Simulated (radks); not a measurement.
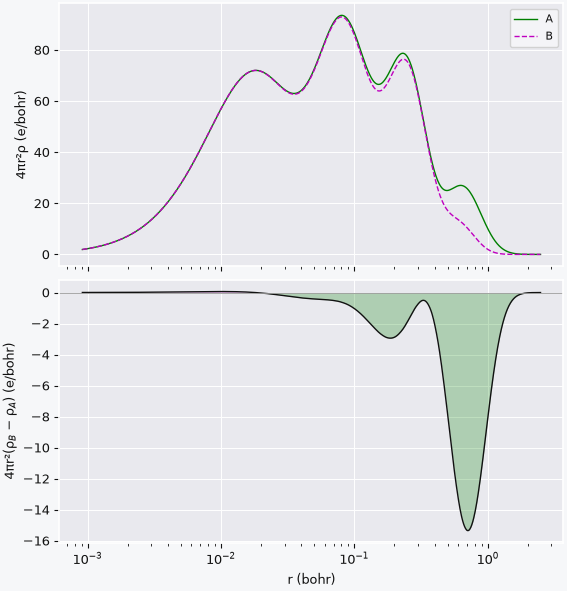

Two charge states of caesium were computed: Cs²²⁺ in [Ar] 3d10 4s2 4p3 (high spin); Cs¹³⁺ in [Kr] 4d6 (high spin). Level of theory: scalar-relativistic Kohn-Sham, LB94 model potential, spin-polarised, spherical densities, finite nucleus. Computed with the in-house radial solver radks.

The plot shows both radial densities and the radial density of run B less that of run A; on the logarithmic r axis, areas aren't charges.

Question: Assign A and B and describe the change of the density.

Answer: A is Cs¹³⁺ in [Kr] 4d6 (high spin); B is Cs²²⁺ in [Ar] 3d10 4s2 4p3 (high spin). B holds hardly more charge than A anywhere and 9.0 electrons fewer where it is negative (most at r = 0.71 bohr), a net change of −9.
